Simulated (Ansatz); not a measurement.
## Phonons of FeSi2 (Linzhiite, P4/mmm) against volume

Aim: how do the optical modes of FeSi2 (Linzhiite, P4/mmm) move with volume?

Calculated with Ansatz 0.2.0; DFT PBEsol, scalar-relativistic, plane waves, PAW; PAW set soft_1.

## Step 1: Set-up

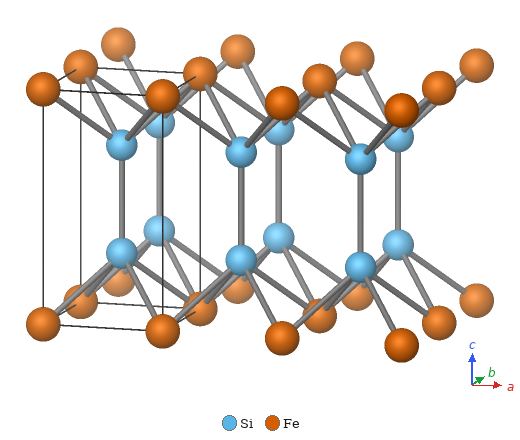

The starting structure, seen slightly off an axis (silicon blue, iron orange). 3×2×1 cells are drawn. Some periodic images of atoms are drawn too.

## Step 2: Bringing the structure to rest

Harmonic phonons are second derivatives at a point where the forces vanish, and they are wanted at zero stress, so atoms and cell are relaxed first.

input.yaml reads:

```yaml
crystal:
  lattice:
    - [2.684, 0.0, 0.0]
    - [0.0, 2.684, 0.0]
    - [0.0, 0.0, 5.128]
  atoms:
    - { symbol: Si, position: [0.5, 0.5, 0.27] }
    - { symbol: Si, position: [0.5, 0.5, 0.73] }
    - { symbol: Fe, position: [0.0, 0.0, 0.0] }
kpoints:
  mp_grid: { grid: [16, 16, 8] }
hamiltonian:
  xc: pbesol
  pseudopotentials: { kind: paw, azcp: { folder: soft_1 }, xc_functional: pbe }
scf:
  occupations: { method: gaussian, width: 0.1 }
output:
  forces: true
  stress: true
  eigenvalues: true
relax:
  adjacent_minimum: "off"
  f_tol: 0.005
  max_steps: 80
  cell: { stress_tol: 0.05 }
```

On the command line:

```bash
ansatz run input.yaml --threads 4 --pin off --max-ram 10240MiB --backend cpu --events-out ev --progress --plain --runs-dir out
```

Numbers of over 12 decimals in the logs are rounded to 6 here.

Log:

```text
Engine: ansatz 0.2.0, x86_64-unknown-linux-gnu
Pseudopotentials: kind: paw
Pseudopotential: Si, paw, valence charge 4, recommended cutoff 420 eV (normal), soft_1/Si.paw.azcp
Pseudopotential: Fe, paw, valence charge 16, recommended cutoff 420 eV (normal), soft_1/Fe.paw.azcp
Functional definition: PBEsol
  exchange = pbesol_x
  correlation = pbesol_c
Crystal: 3 atoms, lattice volume = 36.941 Å³
Basis set: ecut = 420 eV, 741 PW (Γ), exchange–correlation on 36×36×72 points (8 copies of the dense FFT grid, shifted against one another)
Bands: 16, of which v1, the nominal top of the filled ones, is band 12 counted from 1 (11 counted from 0)
Symmetry: 16 space group operations
Space group: P4/mmm (ITA 123), of the structure as read, at distance tolerance 3.3e-5 Å
k-points: 225 of 2048
Non-local potential: Si, projectors of the file, l = 0: 2, l = 1: 2, l = 2: 1
Non-local potential: Fe, projectors of the file, l = 0: 3, l = 1: 2, l = 2: 3, l = 3: 1
PAW form: soft (Blöchl's): semilocal exchange-correlation on the pseudo side does not see the compensation charge
PAW frozen core: Si, regenerated for the run's functional, and the local potential with it (the file was generated under x = pbe(κ = 0.804, μ = 0.219515), c = pbe(β = 0.066725))
PAW frozen core: Fe, regenerated for the run's functional, and the local potential with it (the file was generated under x = pbe(κ = 0.804, μ = 0.219515), c = pbe(β = 0.066725))
PAW one-centre angular grid: Si, 110 points (default); XC on 64 Gauss nodes
PAW one-centre angular grid: Fe, 590 points (default); XC on 64 Gauss nodes
Initial density: superposition of atomic densities (chi_scale 0.1, normalization cell, long waves kept (reshape's long-wave potential 0.00 eV rms))
Initial wavefunctions: pseudopotential atomic-orbital guess
Functional: x = pbesol(κ = 0.804, μ = 0.123457), c = pbesol(β = 0.046)
SCF iter   1: F=—  HF=-5695.066151 eV  |F-HF|=—  |Δ(HF+E_count)|=         —  Δρ=1.24e-1  dr2=1.24e1  ethr=3.10e-3  ⟨swp⟩=5.3  Hψ=19443  notcnv=0
preconditioner: auto → none  [metal: Δε(μ)=0.027 eV  Ē_g=8.048 eV  σ=0.100 eV  W_gap=0.15  n_scr=8 (ndim 8)  ℏωp=24.4 eV  f_vac=0.000  D(μ)=1.75/eV (n_scr^D=16)  sad-step TF]
SCF iter   2: F=—  HF=-5694.787278 eV  |F-HF|=—  |Δ(HF+E_count)|=   2.79e-1  Δρ=1.39e-1  dr2=1.27e1  ethr=3.10e-3  ⟨swp⟩=2.0  Hψ=6225  notcnv=0  defer=7
SCF iter   3: F=—  HF=-5693.517648 eV  |F-HF|=—  |Δ(HF+E_count)|=    1.27e0  Δρ=5.14e-2  dr2=1.02e0  ethr=3.10e-3  ⟨swp⟩=3.2  Hψ=6953  notcnv=0  defer=7
SCF iter   4: F=—  HF=-5693.399283 eV  |F-HF|=—  |Δ(HF+E_count)|=   1.18e-1  Δρ=1.15e-2  dr2=1.12e-1  ethr=3.10e-3  ⟨swp⟩=2.6  Hψ=7213  notcnv=0
SCF iter   5: F=—  HF=-5693.362410 eV  |F-HF|=—  |Δ(HF+E_count)|=   3.69e-2  Δρ=3.16e-3  dr2=2.04e-3  ethr=4.68e-4  ⟨swp⟩=2.1  Hψ=6006  notcnv=0
SCF iter   6: F=—  HF=-5693.362322 eV  |F-HF|=—  |Δ(HF+E_count)|=   8.80e-5  Δρ=5.11e-4  dr2=2.88e-5  ethr=8.52e-6  ⟨swp⟩=2.1  Hψ=5324  notcnv=0
SCF iter   7: F=—  HF=-5693.362259 eV  |F-HF|=—  |Δ(HF+E_count)|=   6.23e-5  Δρ=9.48e-5  dr2=1.82e-6  ethr=1.20e-7  ⟨swp⟩=2.0  Hψ=6246  notcnv=0
SCF iter   8: F=-5693.362259 eV  HF=-5693.362259 eV  |F-HF|=3.35e-8  |Δ(HF+E_count)|=   4.58e-7  Δρ=1.55e-5  dr2=5.00e-8  ethr=4.17e-10  ⟨swp⟩=3.9  Hψ=16781  notcnv=0
the search or the solves at the SCF's close seem to have found levels that the self-consistency loop had missed (the run counts 1). By its estimate they hold under 1e-12 electrons; where the run keeps them, the occupations were computed again with them
SCF 1 converged in 8 iterations: F = -5693.362259 eV  dr2 = 5.00e-8
  greatest PAW one-centre occupation: 1.000 electrons in one spin orbital (limit 2), on the Fe atom at site 2 (counted from 0), in its partial waves of l = 1
relax step   1: F+E_penalty+E_count = -5693.36225876 eV  Δ(F+E_penalty+E_count) = +0.000e0 eV  max|allowed force component| = 2.697e-1 eV/Å  Δτ_max = 0.0000 Å  P = -1.639 GPa  Ω = 36.941 Å³  (8 SCF iters, dr2 threshold 1.00e-7 eV, accepted)
Crystal: 3 atoms, lattice volume = 36.650 Å³
Initial density: handed on by an earlier stage of this run
Initial wavefunctions: those handed on with the density
iter 1 solved again at ethr=2.38e-6 eV; its pass at ethr=3.10e-3 eV (dr2=5.71e-4 eV) is discarded
SCF iter   1: F=—  HF=-5693.367148 eV  |F-HF|=—  |Δ(HF+E_count)|=         —  Δρ=1.41e-3  dr2=5.68e-4  ethr=2.38e-6  ⟨swp⟩=2.0  Hψ=21418  notcnv=0
preconditioner: auto → none  [metal: Δε(μ)=0.030 eV  Ē_g=7.635 eV  σ=0.100 eV  W_gap=0.17  n_scr=8 (ndim 8)  ℏωp=24.5 eV  f_vac=0.000  D(μ)=1.03/eV (n_scr^D=2)]
SCF iter   2: F=—  HF=-5693.367050 eV  |F-HF|=—  |Δ(HF+E_count)|=   9.83e-5  Δρ=4.70e-4  dr2=7.30e-5  ethr=2.37e-6  ⟨swp⟩=2.1  Hψ=4997  notcnv=0
SCF iter   3: F=—  HF=-5693.366968 eV  |F-HF|=—  |Δ(HF+E_count)|=   8.24e-5  Δρ=1.80e-4  dr2=1.33e-5  ethr=3.04e-7  ⟨swp⟩=2.1  Hψ=4938  notcnv=0
iter 4 did not close the SCF: its close was put off for the readings that it lacked (scf_convergence_deferred on its scf_iter line)
SCF iter   4: F=-5693.366963 eV  HF=-5693.366963 eV  |F-HF|=5.65e-8  |Δ(HF+E_count)|=   4.47e-6  Δρ=3.36e-5  dr2=1.93e-7  ethr=5.55e-8  ⟨swp⟩=2.0  Hψ=5095  notcnv=0
iter 5 did not close the SCF: its close was put off for the readings that it lacked (scf_convergence_deferred on its scf_iter line)
SCF iter   5: F=-5693.366963 eV  HF=-5693.366963 eV  |F-HF|=1.45e-10  |Δ(HF+E_count)|=   1.61e-9  Δρ=6.26e-6  dr2=6.98e-9  ethr=8.05e-10  ⟨swp⟩=2.4  Hψ=5312  notcnv=0
SCF iter   6: F=-5693.366963 eV  HF=-5693.366963 eV  |F-HF|=1.06e-10  |Δ(HF+E_count)|=   1.12e-9  Δρ=9.19e-7  dr2=2.08e-10  ethr=2.91e-11  ⟨swp⟩=1.8  Hψ=10370  notcnv=0
SCF 2 converged in 6 iterations: F = -5693.366963 eV  dr2 = 2.08e-10
relax step   2: F+E_penalty+E_count = -5693.36696324 eV  Δ(F+E_penalty+E_count) = -4.704e-3 eV  max|allowed force component| = 3.457e-2 eV/Å  Δτ_max = 0.0087 Å  P = -0.413 GPa  Ω = 36.650 Å³  energy of the carried Pulay correction = +1.011e-4 eV  (6 SCF iters, dr2 threshold 3.00e-7 eV, accepted)
Crystal: 3 atoms, lattice volume = 36.578 Å³
iter 1 solved again at ethr=1.26e-7 eV; its pass at ethr=3.10e-3 eV (dr2=3.02e-5 eV) is discarded
SCF iter   1: F=—  HF=-5693.367246 eV  |F-HF|=—  |Δ(HF+E_count)|=         —  Δρ=3.28e-4  dr2=3.10e-5  ethr=1.26e-7  ⟨swp⟩=2.0  Hψ=20816  notcnv=0
preconditioner: auto → none  [metal: Δε(μ)=0.030 eV  Ē_g=7.645 eV  σ=0.100 eV  W_gap=0.17  n_scr=8 (ndim 8)  ℏωp=24.6 eV  f_vac=0.000  D(μ)=1.02/eV (n_scr^D=2)]
SCF iter   2: F=—  HF=-5693.367174 eV  |F-HF|=—  |Δ(HF+E_count)|=   7.14e-5  Δρ=1.06e-4  dr2=4.00e-6  ethr=1.26e-7  ⟨swp⟩=2.7  Hψ=5277  notcnv=0
SCF iter   3: F=—  HF=-5693.367173 eV  |F-HF|=—  |Δ(HF+E_count)|=   9.06e-7  Δρ=4.58e-5  dr2=8.97e-7  ethr=1.66e-8  ⟨swp⟩=2.0  Hψ=4996  notcnv=0
iter 4 did not close the SCF: its close was put off for the readings that it lacked (scf_convergence_deferred on its scf_iter line)
SCF iter   4: F=-5693.367173 eV  HF=-5693.367173 eV  |F-HF|=2.09e-9  |Δ(HF+E_count)|=   3.09e-7  Δρ=7.70e-6  dr2=1.12e-8  ethr=3.74e-9  ⟨swp⟩=2.0  Hψ=5170  notcnv=0
iter 5 did not close the SCF: its close was put off for the readings that it lacked (scf_convergence_deferred on its scf_iter line)
SCF iter   5: F=-5693.367173 eV  HF=-5693.367173 eV  |F-HF|=1.12e-10  |Δ(HF+E_count)|=   1.50e-9  Δρ=1.19e-6  dr2=3.06e-10  ethr=4.66e-11  ⟨swp⟩=2.3  Hψ=5331  notcnv=0
SCF iter   6: F=-5693.367173 eV  HF=-5693.367173 eV  |F-HF|=1.27e-11  |Δ(HF+E_count)|=  2.18e-11  Δρ=3.06e-7  dr2=1.23e-11  ethr=1.27e-12  ⟨swp⟩=1.1  Hψ=9655  notcnv=0
SCF 3 converged in 6 iterations: F = -5693.367173 eV  dr2 = 1.23e-11
relax step   3: F+E_penalty+E_count = -5693.36717312 eV  Δ(F+E_penalty+E_count) = -2.099e-4 eV  max|allowed force component| = 7.775e-3 eV/Å  Δτ_max = 0.0014 Å  P = -0.036 GPa  Ω = 36.578 Å³  energy of the carried Pulay correction = +1.263e-4 eV  (6 SCF iters, dr2 threshold 3.00e-7 eV, accepted)
[...]
relax step   4: F+E_penalty+E_count = -5693.36717684 eV  Δ(F+E_penalty+E_count) = -3.715e-6 eV  max|allowed force component| = 9.623e-4 eV/Å  Δτ_max = 0.0002 Å  P = -0.008 GPa  Ω = 36.574 Å³  energy of the carried Pulay correction = +1.277e-4 eV  (6 SCF iters, dr2 threshold 3.78e-9 eV, accepted)
Initial wavefunctions: pseudopotential atomic-orbital guess (no wavefunctions were taken with the density)
iter 1 solved again at ethr=7.00e-7 eV; its pass at ethr=3.10e-3 eV (dr2=1.68e-4 eV) is discarded
SCF iter   1: F=—  HF=-5693.367112 eV  |F-HF|=—  |Δ(HF+E_count)|=         —  Δρ=1.24e-5  dr2=9.06e-9  ethr=7.00e-7  ⟨swp⟩=2.8  Hψ=28238  notcnv=0
eigensolver tolerance schedule: the retry pair's looser diagonalisation over-reported the residual by 18549.12 of it (diagonalisation noise at an unbounded share of the residual, at the tolerance the schedule requests for it); recorded, not acted on — ethr = c·dr2/N_el stays at c = 1.0e-1
SCF iter   2: F=—  HF=-5693.367047 eV  |F-HF|=—  |Δ(HF+E_count)|=   6.47e-5  Δρ=8.52e-6  dr2=1.04e-8  ethr=3.78e-11  ⟨swp⟩=3.0  Hψ=8016  notcnv=0
SCF iter   3: F=—  HF=-5693.367047 eV  |F-HF|=—  |Δ(HF+E_count)|=   2.43e-9  Δρ=2.68e-6  dr2=2.24e-9  ethr=3.78e-11  ⟨swp⟩=2.2  Hψ=4957  notcnv=0
SCF iter   4: F=—  HF=-5693.367047 eV  |F-HF|=—  |Δ(HF+E_count)|=  2.18e-10  Δρ=6.61e-7  dr2=2.85e-10  ethr=9.31e-12  ⟨swp⟩=2.2  Hψ=4730  notcnv=0
SCF iter   5: F=—  HF=-5693.367047 eV  |F-HF|=—  |Δ(HF+E_count)|=  2.55e-11  Δρ=4.91e-7  dr2=9.07e-11  ethr=1.19e-12  ⟨swp⟩=1.4  Hψ=3882  notcnv=0
SCF iter   6: F=-5693.367047 eV  HF=-5693.367047 eV  |F-HF|=9.09e-13  |Δ(HF+E_count)|=  6.37e-12  Δρ=5.42e-8  dr2=7.79e-13  ethr=1.00e-12  ⟨swp⟩=5.7  Hψ=14852  notcnv=0
SCF 5 converged in 6 iterations: F = -5693.367047 eV  dr2 = 7.79e-13
relax step   5: F+E_penalty+E_count = -5693.36704697 eV  Δ(F+E_penalty+E_count) = +1.299e-4 eV  max|allowed force component| = 9.195e-4 eV/Å  Δτ_max = 0.0000 Å  P = -0.008 GPa  Ω = 36.574 Å³  stress off target by 9.46e-3 GPa  SCF on the basis re-selected at this cell (its energy is not comparable with the rows above)  (6 SCF iters)
basis re-selected at this cell: Δ(F+E_penalty+E_count) = +1.299e-4 eV, ΔP = +0.000 GPa vs the last step (what re-selecting the basis moved, of the pressure what is left beyond the Pulay correction that the steps carried, after the strain that the cell walked since its last selection, with what the two solves' SCF thresholds leave and, on support functions, any second-order correction that the steps lacked; it is no m [...]
SCF converged after 6 iterations
Free energy (F): -5693.367047 eV
Harris-Foulkes:  -5693.367047 eV  (|F-HF|=9.09e-13)
Internal energy: -5693.361938 eV  (E = F + TS)
E sigma→0 (E₀):  -5693.364493 eV
Entropy (-TS):   -0.005109 eV (-1.703 meV/atom)
Fermi energy:    14.386160 eV
--- Per-component energies (eV) ---
  E_band       = -221.931271
  E_kinetic    = 427.055417
  E_local      = -3550.660086  (includes V_loc(G=0)·N_el)
  E_nonlocal   = 333.904837
  E_hartree    = 1570.851896
  E_xc         = -227.725935
  E_vxc        = -245.359165  (∫ρ·V_xc dr)
  E_paw        = -2346.379448  (= ΣΔE_a)
  E_vpaw       = -328.575322  (= ΣTr[D̂ρ^β])
  E_aug_tail   = -0.000803  (compensation charges beyond the density's cutoff)
  E_ewald      = -1900.650138
  E_core_change = 0.242323  (= ΣΔE_core)
  E_smearing   = -0.005109  (= −TS)
  E_closure    = 0.000000  (closes the sum)
  Σ components = -5693.367047   (vs F -5693.367047, Δ=0.00e0)
--- Forces (eV/Å), atoms counted from 1 ---
  atom   1  Si    -0.00000000     0.00000000    -0.00091949
  atom   2  Si     0.00000000     0.00000000     0.00091949
  atom   3  Fe     0.00000000     0.00000000     0.00000000
  max |Σ_I F_I| component: 7.89e-30 eV/Å
--- Stress (GPa, compression-positive) ---
       -0.009458      -0.000000       0.000000
       -0.000000      -0.009458      -0.000000
        0.000000      -0.000000      -0.004171
  P = ⅓ Tr σ = -0.0077 GPa (-0.077 kbar)
--- Band table (eV; the first three rows and the last of 225) ---
  k-point 0: bands = [... 8 lower, 12.6910, 12.8574, 12.8574, 13.7568, 18.9610, 18.9610, 20.9097, 21.5217]
  k-point 1: bands = [... 8 lower, 12.6528, 12.8505, 12.8505, 13.7569, 19.0628, 19.0628, 19.9090, 21.3336]
  k-point 2: bands = [... 8 lower, 12.5146, 12.8341, 12.8341, 13.7571, 18.4733, 19.3565, 19.3565, 21.0236]
  k-point 224: bands = [... 8 lower, 11.0670, 11.0670, 12.5553, 14.5706, 14.7442, 14.7442, 15.4869, 17.3067]
--- Relaxed structure (4 steps of the walk, 4 accepted, 1 SCFs on fresh bases) ---
  F+E_penalty+E_count = -5693.36704697 eV   max|allowed force component| = 9.195e-4 eV/Å   (the final SCF, on the basis selected at the relaxed cell)
  cell:  # Å, volume = 36.5741 Å³
    - [2.676278, 0, 0.0]
    - [0, 2.676278, 0.0]
    - [0.0, 0.0, 5.106362]
  atoms:
    - { symbol: Si, position: [0.5, 0.5, 0.271937] }
    - { symbol: Si, position: [0.5, 0.5, 0.728063] }
    - { symbol: Fe, position: [0, 0, 1.1276153639994848e-19] }
```

Wall time 6.1 s (4 threads of INTEL XEON PLATINUM 8581C at 2.10GHz (Emerald Rapids), shared host); peak memory 0.51 GiB; 22 s of CPU time.

This run has no spin polarisation, although Fe can carry a moment.

Relaxation path:

```
step  energy less that of the first step (eV)  largest force component (eV/Å)  pressure (GPa)  volume (Å³)
   1                                   0.0000                          0.2697           -1.64        36.94
   2                                  -0.0047                          0.0346           -0.41        36.65
   3                                  -0.0049                          0.0078           -0.04        36.58
   4                                  -0.0049                          0.0010           -0.01        36.57
  5*                                  -0.0048                          0.0009           -0.01        36.57
```

Relaxation steps marked * repeat the geometry before them on a plane-wave basis chosen anew for their cell, so energy and pressure can jump there.

The run keeps the 16 symmetry operations that it works with, so distortions that break them were not tested.

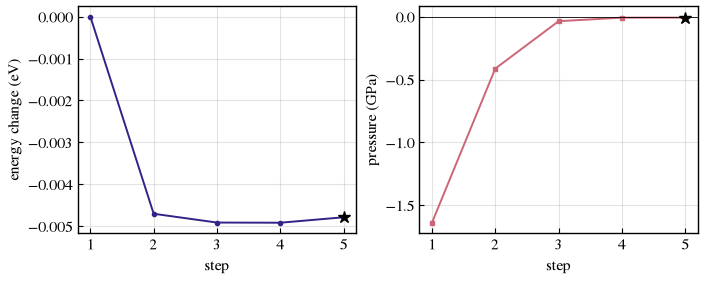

Energy and pressure along the relaxation. Stars mark steps on a basis chosen anew.

```
conventional cell, symmetrised  before  after  change
                         a (Å)   2.684  2.676  -0.3 %
                         b (Å)   2.684  2.676  -0.3 %
                         c (Å)   5.128  5.106  -0.4 %
              volume (Å³/atom)   12.31  12.19  -1.0 %
```

The relaxed structure:

```xyz
3
Lattice="2.6763 0.0000 0.0000 0.0000 2.6763 0.0000 0.0000 0.0000 5.1064" Properties=species:S:1:pos:R:3 pbc="T T T"
Si    1.3381    1.3381    1.3886
Si    1.3381    1.3381    3.7178
Fe    0.0000    0.0000    0.0000
```

Numbers from this step:

```yaml
pressure: -0.007695 GPa
volume_per_atom: 12.19 Å³
gap_on_the_k_mesh: 0 eV
```

In this step the volume went from 12.31 to 12.19 Å³/atom.

## Step 3: Tight relaxation

Phonons need small forces and stress, so the relaxation is finished with tight tolerances on 16×16×8 k points.

input.yaml, the sections that differ from step 2:

```yaml
crystal:
  lattice:
    - [2.6762778663, 0.0, 0.0]
    - [0.0, 2.6762778663, 0.0]
    - [0.0, 0.0, 5.1063618678]
  atoms:
    - { symbol: Si, position: [0.5, 0.5, 0.2719374108] }
    - { symbol: Si, position: [0.5, 0.5, 0.7280625892] }
    - { symbol: Fe, position: [0.0, 0.0, 0.0] }
scf:
  occupations: { method: methfessel_paxton, width: 0.2 }
relax:
  adjacent_minimum: "off"
  f_tol: 0.001
  max_steps: 60
  cell: { stress_tol: 0.01 }
# kpoints, hamiltonian, output: as in step 2
```

Log:

```text
[...]
Crystal: 3 atoms, lattice volume = 36.574 Å³
Basis set: ecut = 420 eV, 733 PW (Γ), exchange–correlation on 36×36×72 points (8 copies of the dense FFT grid, shifted against one another)
Bands: 16, of which v1, the nominal top of the filled ones, is band 12 counted from 1 (11 counted from 0)
Symmetry: 16 space group operations
[...]
k-points: 225 of 2048
[...]
k-point 224: bands = [... 8 lower, 11.0717, 11.0717, 12.5583, 14.5745, 14.7468, 14.7468, 15.4899, 17.3122]
--- Relaxed structure (3 steps of the walk, 3 accepted, 1 SCFs on fresh bases) ---
[...]
cell:  # Å, volume = 36.5659 Å³
    - [2.675824, 0, 0]
    - [0, 2.675824, 0]
    - [0, 0, 5.106950]
  atoms:
    - { symbol: Si, position: [0.5, 0.5, 0.271975] }
    - { symbol: Si, position: [0.5, 0.5, 0.728025] }
    - { symbol: Fe, position: [0, 0, 0] }
[key lines of the parts left out:]
SCF converged after 7 iterations
Free energy (F): -5693.363928 eV
Fermi energy:    14.392019 eV
P = ⅓ Tr σ = -0.0025 GPa (-0.025 kbar)
```

Run time: 4.6 s. Hardware: 4 threads; peak memory 0.5 GiB; 16 s of CPU time.

Little changed from the start: no atom moved by 0.005 Å and no cell edge by 0.1 %.

This step gave:

* pressure: -0.002487 GPa

The largest force component left is 0.26 meV/Å and the pressure is -0.002 GPa, within the tolerances set. The cell now holds 12.19 Å³/atom.

(Continued in part 2 of 3.)

[Logs are printed without paths, hosts, clocks, repeated set-up lines and the standing remarks that a program may print on its own settings, such as how far it seeks lower states.]

[Hosts, paths, dates, database ids (printed as entryN), source tags and the programs' standing remarks are cut or masked in the printed files.]
